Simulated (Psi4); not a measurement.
**BNH3S (SMILES N[B]S) at UM06-2X/def2-SVPD**

What is the vertical doublet–quartet gap of BNH3S at UM06-2X/def2-SVPD? 

Program for the calculation: Psi4 1.11.

2 further runs of the same task are left out: 2 set aside as unsound or not needed.

### Step 1. The system as given

BNH3S: 6 atoms, total charge 0, spin state doublet. As SMILES, `N[B]S`. The shape is that of a PBE0-D4/def2-TZVP optimisation. This is a higher conformer, about 7 kJ/mol above the lowest found by a separate search.

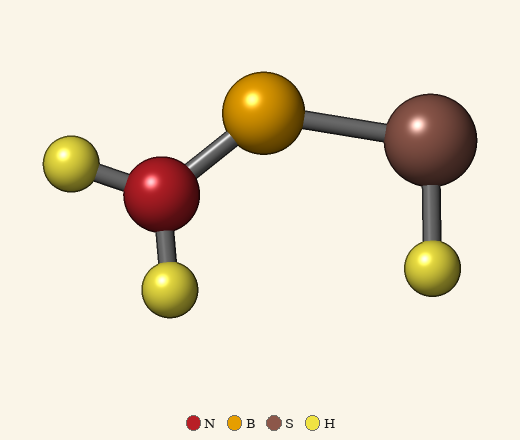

Viewed from a chosen angle; nitrogen red, boron amber, sulfur brown, hydrogen yellow.

### Step 2. Energy and gradient at UM06-2X/def2-SVPD

job.dat

```
memory 1600 MB

molecule {
  0 2
  N
  B 1 R2
  S 2 R3 1 A3
  H 1 R4 2 A4 3 D4
  H 1 R5 4 A5 2 D5
  H 3 R6 2 A6 1 D6

  R2 = 1.380279
  R3 = 1.779439
  A3 = 132.00294
  R4 = 1.005359
  A4 = 122.45641
  D4 = 179.989
  R5 = 1.010195
  A5 = 113.5551
  D5 = 179.98879
  R6 = 1.355171
  A6 = 100.01381
  D6 = 0.00326
  symmetry c1
  no_reorient
  no_com
}

set basis def2-SVPD
set reference uks
set puream true
set e_convergence 1e-09
set d_convergence 1e-08
set scf_type pk
set dft_radial_points 99
set dft_spherical_points 590
set maxiter 200

e_tot, wfn = gradient('m06-2x', return_wfn=True)
oeprop(wfn, 'MULLIKEN_CHARGES', 'QUADRUPOLE', 'DIPOLE', title='M06-2X')
```

Launch:

```
psi4 -i job.dat -o job.out -n 1
```

job.out:

```text
[...]
  Running in c1 symmetry.
[...]
  Nuclear repulsion =   81.705217491820562
[...]
  Multiplicity = 2
[...]
  Nalpha       = 16
  Nbeta        = 15
[...]
    Number of basis functions: 91
[...]
   @UKS iter   1:  -479.20477303606566   -2.43973e-01   6.45443e-03 ADIIS/DIIS
[...]
   @UKS iter  13:  -479.37070225582710   -6.08225e-12   5.61213e-09 DIIS
[...]
   @S^2 Observed:                7.552210939E-01
[...]
    Orbital Energies [Eh]
    ---------------------
    Alpha Occupied:
       1A    -89.905035     2A    -14.772838     3A     -8.266617
       4A     -7.092143     5A     -6.189695     6A     -6.186785
       7A     -6.184583     8A     -0.979511     9A     -0.824116
      10A     -0.603487    11A     -0.597289    12A     -0.509529
      13A     -0.401286    14A     -0.397804    15A     -0.316272
      16A     -0.243816
    Alpha Virtual:
      17A      0.026620    18A      0.039102    19A      0.045730
      20A      0.057180    21A      0.072129    22A      0.073787
      23A      0.105263    24A      0.106400    25A      0.146407
[...]
  @UKS Final Energy:  -479.37070225582710
   => Energetics <=
    Nuclear Repulsion Energy =             81.7052174918205623
    One-Electron Energy =                -820.9035819520842097
    Two-Electron Energy =                 277.7835547931173323
    DFT Exchange-Correlation Energy =     -17.9558925886808076
    Empirical Dispersion Energy =           0.0000000000000000
    VV10 Nonlocal Energy =                  0.0000000000000000
    Total Energy =                       -479.3707022558270978
[...]
  -Total Gradient:
     Atom            X                  Y                   Z
    ------   -----------------  -----------------  -----------------
       1        0.000002551564     0.002130528108    -0.000718755341
       2        0.000002131200    -0.006758508262    -0.000676519378
       3       -0.000002141754     0.003549823375    -0.003519769917
       4       -0.000002226297    -0.003715633706     0.001972767282
       5       -0.000000696440     0.003415211287     0.001922978355
       6        0.000000370854     0.001347808353     0.000990210514
[...]
 Multipole Moments:
 ------------------------------------------------------------------------------------
     Multipole            Electronic (a.u.)      Nuclear  (a.u.)        Total (a.u.)
 ------------------------------------------------------------------------------------
 L = 1.  Multiply by 2.5417464519 to convert [e a0] to [Debye]
 Dipole X            :          0.0000236           -0.0000972           -0.0000736
 Dipole Y            :          0.6863682           -0.8645045           -0.1781363
 Dipole Z            :          2.6062101           -3.7302796           -1.1240695
 Magnitude           :                                                    1.1380970
 L = 2.  Multiply by 1.3450342976 to convert [e a0^2] to [Debye ang]
 Quadrupole XX       :        -21.4503122            0.0000001          -21.4503121
 Quadrupole XY       :          0.0009500           -0.0013689           -0.0004189
[...]
  Mulliken Charges: (a.u.)
   Center  Symbol    Alpha    Beta     Spin     Total
       1     N     3.47139  3.43550  0.03589  0.09311
       2     B     2.88555  1.99747  0.88807  0.11698
       3     S     8.21578  8.23078 -0.01501 -0.44656
       4     H     0.48618  0.48344  0.00274  0.03038
       5     H     0.50719  0.47637  0.03082  0.01643
       6     H     0.43391  0.37643  0.05748  0.18966
   Total alpha = 16.00000, Total beta = 15.00000, Total charge =  0.00000
    Psi4 run time: 0:00:33.80
```

Run time: 35 s. Hardware: 1 thread of Intel Xeon 6975P-C (Granite Rapids), shared host; peak memory 0.87 GiB.

### Step 3. The quartet at the same level

job.inp

```
memory 1.6 GB

molecule {
  0 4
  N     -0.621200     0.083000    -0.756700
  B     -0.538400    -0.445500     0.515700
  S      0.781100    -0.475200     1.709200
  H     -1.454200     0.016000    -1.315600
  H      0.135500     0.569200    -1.216600
  H      1.739200     0.188500     1.017800
  units angstrom
  symmetry c1
  no_reorient
  no_com
}

set reference uks
set puream true
set e_convergence 1e-09
set d_convergence 1e-08
set scf_type pk
set dft_radial_points 99
set dft_spherical_points 590
set maxiter 200

e, wfn = gradient('m06-2x/def2-SVPD', return_wfn=True)
oeprop(wfn, 'MAYER_INDICES', 'WIBERG_LOWDIN_INDICES', 'LOWDIN_CHARGES')
```

Launch:

```
psi4 -i job.inp -o job.out -n 1
```

job.out (excerpt; [...] marks lines left out):

```text
[...]
  Running in c1 symmetry.
[...]
  Nuclear repulsion =   81.705212903495450
[...]
  Multiplicity = 4
[...]
  Nalpha       = 17
  Nbeta        = 14
[...]
    Number of basis functions: 91
[...]
   @UKS iter   1:  -478.92181653786048    3.89835e-02   7.19549e-03 DIIS/ADIIS
[...]
   @UKS iter  16:  -479.15236560463177   -1.55183e-11   5.94606e-09 DIIS
[...]
   @S^2 Observed:                3.759852793E+00
[...]
  @UKS Final Energy:  -479.15236560463177
   => Energetics <=
    Nuclear Repulsion Energy =             81.7052129034954504
    One-Electron Energy =                -819.8578055207971147
    Two-Electron Energy =                 276.9377116493437825
    DFT Exchange-Correlation Energy =     -17.9374846366738261
    Empirical Dispersion Energy =           0.0000000000000000
    VV10 Nonlocal Energy =                  0.0000000000000000
    Total Energy =                       -479.1523656046317683
[...]
 Multipole Moments:
 ------------------------------------------------------------------------------------
     Multipole            Electronic (a.u.)      Nuclear  (a.u.)        Total (a.u.)
 ------------------------------------------------------------------------------------
 L = 1.  Multiply by 2.5417464519 to convert [e a0] to [Debye]
 Dipole X            :        -10.2137344           11.1072432            0.8935088
 Dipole Y            :         16.6106497          -16.0173186            0.5933311
 Dipole Z            :        -44.2668595           43.6798856           -0.5869739
 Magnitude           :                                                    1.2226766
[...]
  -Total Gradient:
     Atom            X                  Y                   Z
    ------   -----------------  -----------------  -----------------
       1       -0.009304170036    -0.029210881559     0.058490078402
       2        0.036743719305     0.038200746663    -0.055528025514
       3       -0.018633383895    -0.003418366368    -0.008112049127
       4        0.003059051092     0.000026474145     0.002554861880
       5       -0.001706888117    -0.002346050679     0.003876811170
       6       -0.010118439010    -0.003236569485    -0.001282540546
[...]
```

Run time: 41 s. Hardware: 1 thread of Intel Xeon 6975P-C (Granite Rapids), shared host; peak memory 0.87 GiB.

### Step 4. Outcome

At UM06-2X/def2-SVPD:

| quantity | value |
| --- | --- |
| doublet: total energy | -479.37070 Eh |
| doublet: dipole moment | 2.89 D |
| doublet: HOMO energy (highest over α and β) | -6.63 eV |
| doublet: LUMO energy (lowest over α and β) | -2.13 eV |
| doublet: ⟨S²⟩ | 0.755 |
| doublet: largest force on an atom | 0.349 eV/Å |
| quartet: total energy | -479.15237 Eh |
| quartet: dipole moment | 3.11 D |
| quartet: HOMO energy (highest over α and β) | -2.75 eV |
| quartet: ⟨S²⟩ | 3.760 |
| quartet: largest force on an atom | 3.947 eV/Å |
| vertical energy of the quartet above the doublet | 5.941 eV |

In words: At this shape the quartet lies 5.94 eV (573 kJ/mol) above the doublet. The largest force (doublet) is 0.35 eV/Å: the shape isn't a stationary point for this species at this level. Mulliken charges (doublet) run from -0.45 on S3 to +0.19 on H6; in a basis this large or diffuse they mean little.
